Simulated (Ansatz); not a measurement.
A series of calculations on SiN2H7Cl

Part 1: Relaxation

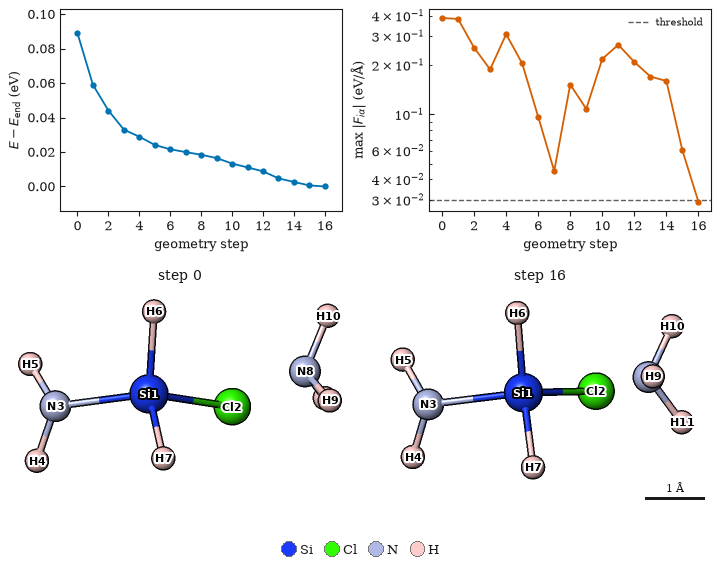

First and last geometry of a relaxation of SiN$_{2}$H$_{7}$Cl, with the history of the run. A ball-and-stick model, seen at a tilt.

The run prepares an end point of a later path (reaction) calculation, from a guessed geometry.

Computed with RKS LDA/def2-SVP (Ansatz).

Input file:
```yaml
crystal:
  periodic: [false, false, false]
  atoms:
    - { symbol: Si, position_ang: [0.344732, 0.022618, -0.047287] }
    - { symbol: Cl, position_ang: [0.504847, -0.082762, 2.067321] }
    - { symbol: "N", position_ang: [1.889435, 0.026083, -0.799054] }
    - { symbol: H, position_ang: [2.451189, -0.831035, -0.798762] }
    - { symbol: H, position_ang: [2.484864, 0.857925, -0.738577] }
    - { symbol: H, position_ang: [-0.284285, 1.338037, -0.378512] }
    - { symbol: H, position_ang: [-0.340244, -1.22838, -0.496188] }
    - { symbol: "N", position_ang: [-2.499533, -0.005134, 0.94768] }
    - { symbol: H, position_ang: [-3.275071, -0.645649, 0.728042] }
    - { symbol: H, position_ang: [-2.916656, 0.904015, 1.189864] }
    - { symbol: H, position_ang: [-2.038279, -0.355718, 1.815474] }
basis:
  gaussian: { orbitals: def2-SVP }
hamiltonian:
  xc: lda
relax:
  f_tol: 0.03
  max_steps: 50
```

Command:
```bash
ansatz run input.yaml --threads 2 --pin off --max-ram 3072MiB --backend cpu --events-out ev --progress --plain --runs-dir out
```

Did the run converge, and what did it change?

It converged. The atom that moves furthest after the best rigid fit is H9 (0.76 Å). By element the largest moves are H 0.76 Å, N 0.39 Å, Si 0.28 Å, Cl 0.28 Å. Among the contacts that change: Si1–N8 3.013 → 2.361 Å, Si1–N3 1.718 → 1.737 Å, N8–H11 1.043 → 1.031 Å, Si1–Cl2 2.123 → 2.133 Å. Among the angles between lasting bonds that change: N3–Si1–H6 106.2° → 99.8°, H6–Si1–H7 118.5° → 124.8°, Cl2–Si1–N3 111.6° → 106.7°. Over 16 geometry steps the energy falls by 0.089 eV. The largest force component goes from 0.39 to 0.029 eV/Å. Cost: 21 s on 2 threads of Arm Neoverse V1, with other jobs on the host, peak memory 0.13 GiB.

Limits of the set-up: the start holds two separate molecules, 2.6 Å apart at their closest, whose relative position is a soft coordinate and is computed without a dispersion correction.

Part 2: Relaxation

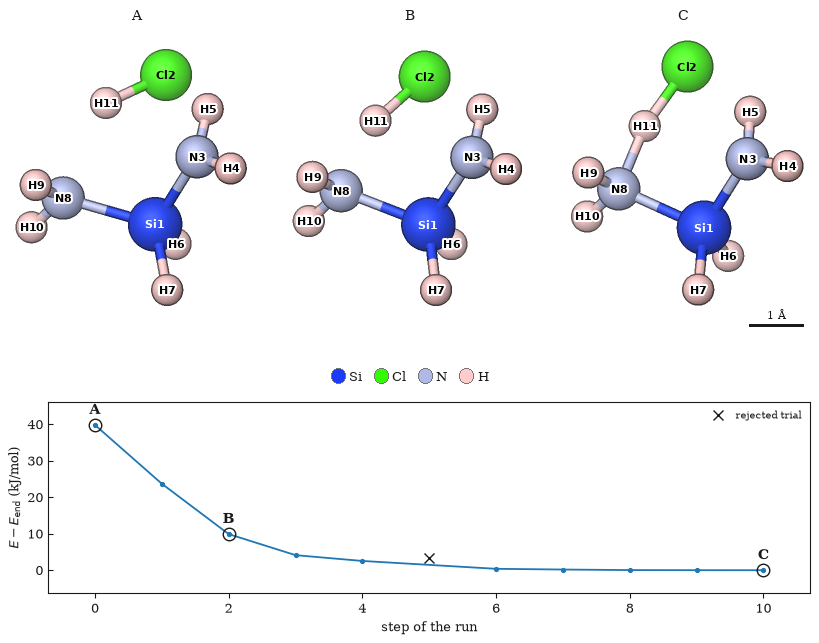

Frames of a relaxation of SiN2H7Cl, marked on the history of the run. Style: ball-and-stick. Shown at a tilt.

The run prepares an end point of a later path (reaction) calculation, from a guessed geometry.

These are results of Ansatz, RKS LDA/def2-SVP, not measurements. Set-up: no spin polarisation; force threshold 0.03 eV/Å; at most 50 steps.

Describe the path.

Answer. The atom that moves furthest after the best rigid fit is Cl2 (0.56 Å). By element the largest moves are Cl 0.56 Å, H 0.54 Å, N 0.31 Å, Si 0.10 Å. Among the contacts that change: N8–H11 2.239 → 1.412 Å, Cl2–H11 1.348 → 1.477 Å, Si1–N3 1.712 → 1.700 Å, N3–H5 1.027 → 1.038 Å. Bond angles that change, for instance: N3–Si1–H7 103.8° → 108.7°, Si1–N3–H5 119.4° → 114.7°, N3–Si1–N8 106.5° → 102.7°. The energy falls by 39.8 kJ/mol in 9 accepted moves (10 points after the start). Largest force component: 0.89 eV/Å at the start, 0.016 eV/Å at the end. The line search rejected the trial step at point 5 of the run. The run took 14 s on 2 threads of Arm Neoverse V1 (shared host), peak memory 0.13 GiB. From step 0 to 2: H11 moves most (0.38 Å), energy −29.9 kJ/mol. From step 2 to 10: Cl2 moves most (0.34 Å), energy −9.91 kJ/mol.

Limits of the set-up: the start holds two separate molecules, 2.2 Å apart at their closest, whose relative position is a soft coordinate and is computed without a dispersion correction.

Part 3: Path

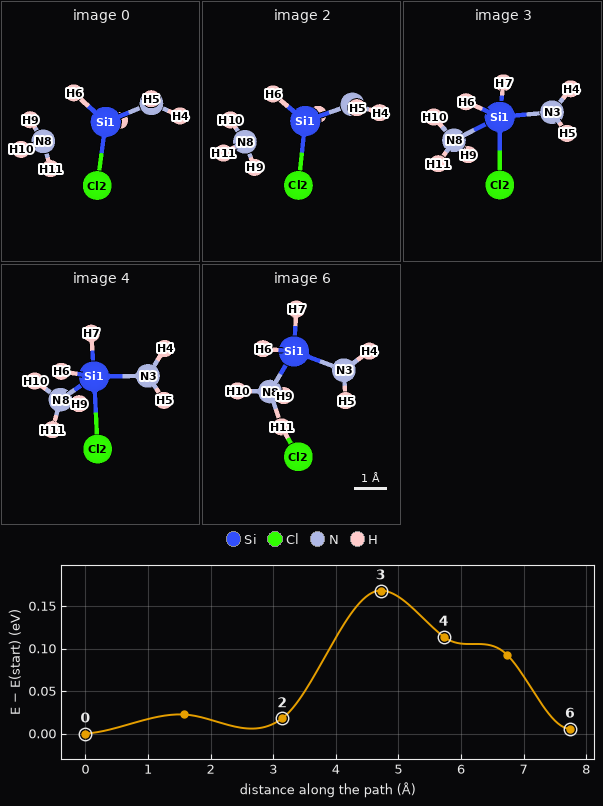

A search for the minimum-energy path of SiN2H7Cl, made up at the start of SiNH4Cl and NH3 by the nudged elastic band. Images are numbered from 0 (start) to 6 (end). The picture is a ball-and-stick view, seen at a tilt.

Theory: RKS LDA/def2-SVP (Ansatz 0.2.0). Set-up: 5 movable images; climbing image; force threshold 0.05 eV/Å; iteration limit 60; starting path through a guess of the saddle point.

What happens along the path, and what is the barrier?

Answer. Forward barrier 0.168 eV, backward barrier 0.163 eV, with image 3 at the top; the reaction energy is +0.006 eV. Breaking: Si1–Cl2 (2.13 → 2.22 at the top → 3.42 Å). Forming: Cl2–H11 (2.80 → 2.45 at the top → 1.48 Å), Si1–N8 (2.36 → 2.08 at the top → 1.79 Å). The band converged in 31 iterations, with a climbing image at the top.

The run took 2.8 min on 2 threads of Arm Neoverse V1 (shared host), peak memory 0.13 GiB.
